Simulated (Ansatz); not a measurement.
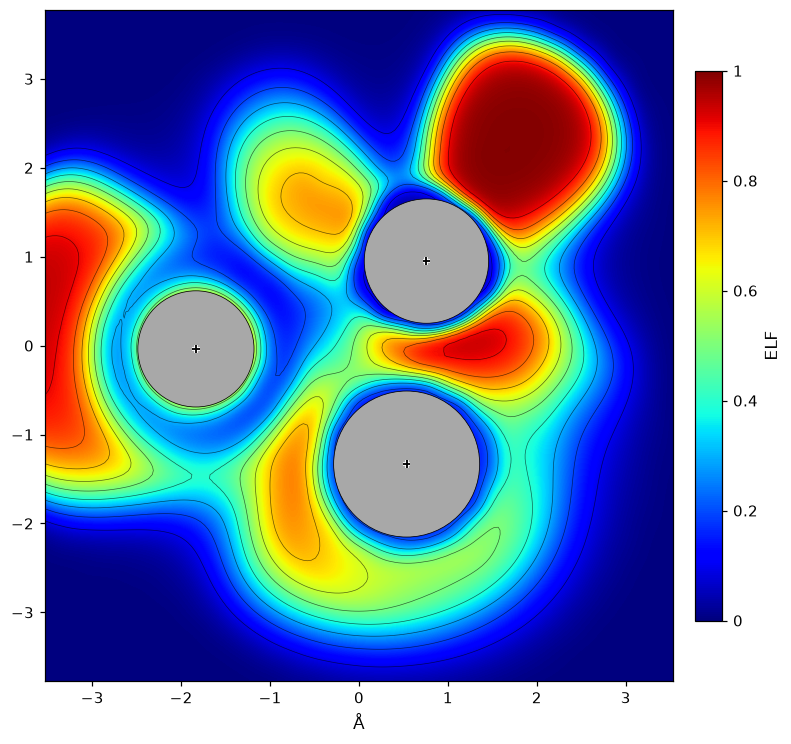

The electron localisation function on a plane through atoms (crosses mark nuclei in the plane; grey discs cover the cores).

Theory: isolated molecule in a Gaussian basis; Kohn-Sham density functional theory, functional PBE0 in Ansatz 0.2.0.

Candidates:
A. ClHOSi$_{2}$
B. GeH$_{2}$OSiSn
C. BClF$_{2}$HSi (charge +1)

Question: Which system is this?

Answer: Candidate B: GeH$_{2}$OSiSn on the plane of atoms Si3, Ge1 and Sn4, which holds Ge, Si and Sn. Si–Ge (2.29 Å): the ELF peaks at about 0.85 between the atoms: localised, covalent bonding. Sn–Ge (2.70 Å): the ELF is about 0.60 at the midpoint.
